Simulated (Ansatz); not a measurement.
TlCuS3

Input

```
crystal:
  lattice:
    - [4.72466609, 0.0, 0.0]
    - [0.0, 4.72466609, 0.0]
    - [0.0, 0.0, 4.72466609]
  atoms:
    - { symbol: Tl, position: [0.5, 0.5, 0.5] }
    - { symbol: Cu, position: [0.0, 0.0, 0.0] }
    - { symbol: S, position: [0.5, 0.0, 0.0] }
    - { symbol: S, position: [0.0, 0.5, 0.0] }
    - { symbol: S, position: [0.0, 0.0, 0.5] }
basis:
  ecutwfc: 420
kpoints:
  mp_grid: { grid: [8, 8, 8] }
hamiltonian:
  xc: pbe
scf:
  occupations: { method: gaussian, width: 0.1 }
output:
  forces: true
  stress: true
  eigenvalues: true
  write_density: true
  write_potential: true
  elf: true
  volumetric_format: npy
relax:
  adjacent_minimum: "off"
  f_tol: 0.01
  max_steps: 80
  cell: { stress_tol: 0.05 }
```

Run with:

```sh
ansatz run input.yaml --threads 1 --pin off --max-ram 2048MiB --backend cpu --events-out ev --progress --plain --runs-dir out
```

Below, planes, directions and counts refer to the conventional cell (a = 4.70 Å, b = 4.70 Å, c = 4.70 Å, α = 90.00°, β = 90.00°, γ = 90.00°).

The fields are those of the relaxed geometry.

Space group Pm-3m; a structure generated by program, which may or may not match a known phase; computed without spin polarisation.

Method: Ansatz 0.2.0, DFT PBE, scalar-relativistic, plane waves, PAW.

> What can the converged valence pseudo-density and electron localisation function tell about the bonding?

Cu–S (2.35 Å): ρ at the midpoint is about 0.45 e/Å³; the ELF peaks at about 0.80 in the valence shell of S, 0.8 Å from its nucleus, and is about 0.45 at the midpoint.
Tl–S (3.32 Å): ρ is about 0.11 e/Å³ halfway; the ELF is about 0.10 at the midpoint; no shared electron pair shows on this line.

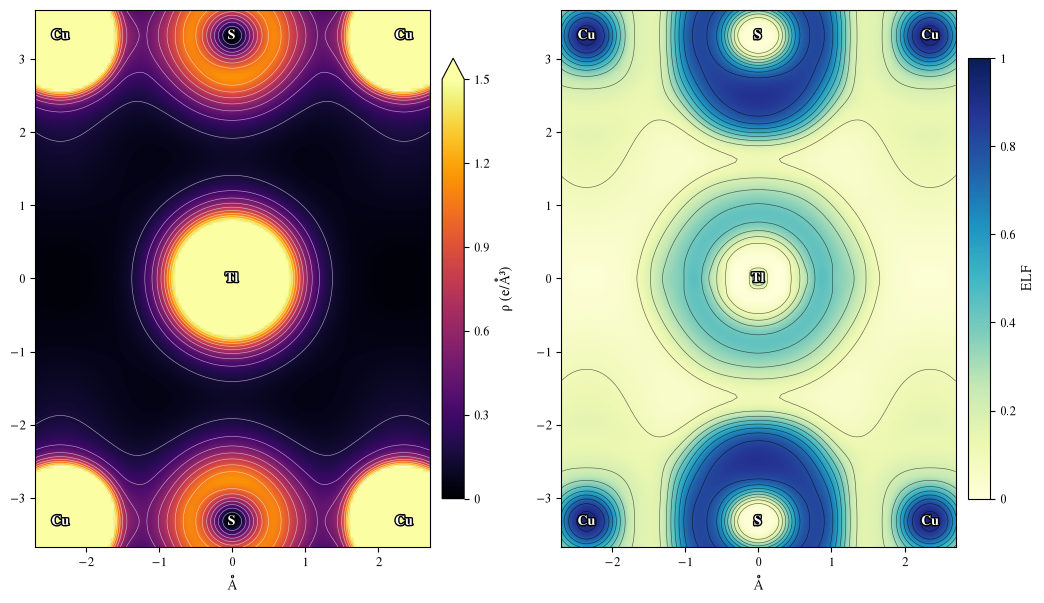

Computed valence pseudo-density and electron localisation function on the (110) plane of the conventional cell, in this order. 

In a PAW calculation such maps are meaningful between the atoms, not at the nuclei.
